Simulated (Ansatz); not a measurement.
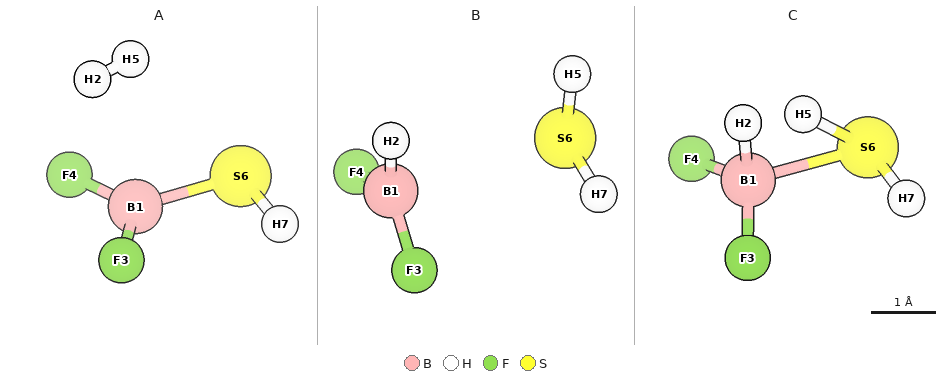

Three geometries of BH3SF2: a saddle point and the two relaxed ends that it joins, in shuffled order. The picture is a ball-and-stick view, seen face on. Sticks join atoms that are closer than about 1.2 times the sum of their covalent radii (a little more with hydrogen).

Stationary points at PBE0-D4/def2-TZVP, single-point energies with CCSD(T)/CBS (def2-TZVPP where no basis is named; Ansatz 0.2.0). The energies are electronic, without zero-point or thermal terms, and both ends are the relaxed geometries reached downhill from the saddle, with any fragments still in contact. CCSD(T)/CBS stands for a frozen-core estimate: MP2 correlation extrapolated from def2-TZVPP and def2-QZVPP, CCSD(T) minus MP2 from the smaller set.

Q: Identify the saddle point and describe the reaction.

A: Frame C is the saddle point. Counted by bonded pieces, B holds BHF₂ + H₂S and A holds BHSF₂ + H₂. From B over the saddle to A, bonds form: B1–S6 (2.97 → 2.06 → 1.80 Å), H2–H5 (3.14 → 1.07 → 0.75 Å). Bonds break: B1–H2 (1.19 → 1.34 → 3.12 Å), H5–S6 (1.34 → 1.64 → 3.55 Å). The saddle has one imaginary mode, 1088i cm⁻¹. The end B keeps a soft imaginary mode of 33i cm⁻¹, so it isn't quite a minimum. With CCSD(T)/CBS the barrier is 146.1 kJ/mol from B and 175.3 kJ/mol from A, and A lies 29.2 kJ/mol below B.
